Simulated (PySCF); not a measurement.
# A diatomic session: HfBr

One job finds the state of HfBr, follows it along the bond with each method and fits the curves.

The runs use PySCF 2.14.0; Hf def2-TZVPPD with ECP60, Br def2-TZVPPD, scalar-relativistic core potentials.

**1. The job**

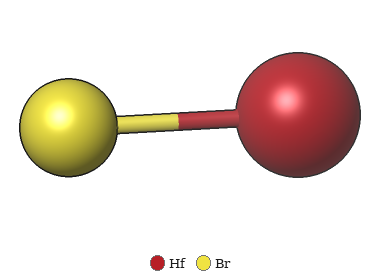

The two atoms at the starting distance (hafnium red, bromine yellow).

A driver script around PySCF takes these settings:

```json
{"atoms": "Hf, Br", "charge": "0", "basis": "Hf def2-TZVPPD with ECP60, Br def2-TZVPPD", "Hamiltonian": "scalar-relativistic core potentials", "basis functions": "116", "electrons treated": "47", "masses in u": "179.9465, 78.9183", "levels": "PBE0, PBE, r²SCAN, B97-3, LDA, TPSS, M06-2X, M06, CAM-B3LYP, HF, MP2, SCS-MP2", "grid": "80 radial by 434 angular points", "occupations": "held fixed by the projection of orbital angular momentum", "dissociation limit": "Hf + Br, each in its ground configuration", "starting distance in angstrom": "2.515", "values of 2S to try": "1, 3, 5"}
```

The run is started by

```
> OMP_NUM_THREADS=2 python dia.py task.json out
```

The runs that follow: First curve: PBE0; Higher solutions at PBE0; PBE; r²SCAN (meta-GGA); B97-3; LDA (local density); TPSS; M06-2X; M06; CAM-B3LYP; ROHF (mean field).

What does the calculation give? Wanted: for each run, Re; ωe; De; μ.

The runs gave:

Lowest PBE0 solution found, without spin–orbit coupling: ²Δ (doublet), unpaired electrons δ ↑. State 2 has its PBE0 minimum 0.19 eV higher, as a spin-mixed determinant (⟨S²⟩ = 1.18), so this is no gap between pure states. State 3 has its PBE0 minimum 0.56 eV higher. State 4 has its PBE0 minimum 0.58 eV higher. The other levels ran on the lowest alone.

| level | Re (Å) | ωe (cm⁻¹) | De (eV) | μ (D) |
| --- | --- | --- | --- | --- |
| ROHF | 2.542 | 233.7 | 3.39 | -2.55 |
| ROHF-MP2 | 2.457 | 257.2 | 4.52 | n/a |
| ROHF-SCS-MP2 | 2.475 | 252.1 | 4.37 | n/a |
| LDA | 2.423 | 260.6 | 5.06 | -1.38 |
| PBE | 2.466 | 244.8 | 4.42 | -1.41 |
| TPSS | 2.475 | 244.3 | 4.39 | -1.46 |
| r²SCAN | 2.471 | 246.5 | 4.42 | -1.19 |
| PBE0 | 2.465 | 248.3 | 4.32 | -1.62 |
| B97-3 | 2.484 | 242.4 | 4.18 | -1.79 |
| M06 | 2.465 | 252.3 | 4.24 | -1.82 |
| M06-2X | 2.493 | 241.7 | 4.23 | -1.94 |
| CAM-B3LYP | 2.481 | 245.4 | 4.19 | -2.11 |

De is counted to Hf + Br in their ground configurations. A positive dipole means Hf(−)Br(+). ⟨S²⟩ is off the pure value of 0.75 by over a tenth at TPSS 0.85, r²SCAN 0.99, PBE0 0.86, B97-3 0.83, M06-2X 0.94.

The methods spread over 0.119 Å in bond length, from LDA to ROHF. Among the levels with a De in the table, it runs from 3.39 eV (ROHF) to 5.06 eV (LDA).

Correlated steps freeze 9 core orbitals. These are scalar-relativistic numbers at best; spin–orbit coupling would shift them, the dissociation energy most. With d or f electrons several states lie close, and the lowest PBE0 determinant need not be the measured ground state. With spin–orbit coupling the term label itself may not hold.
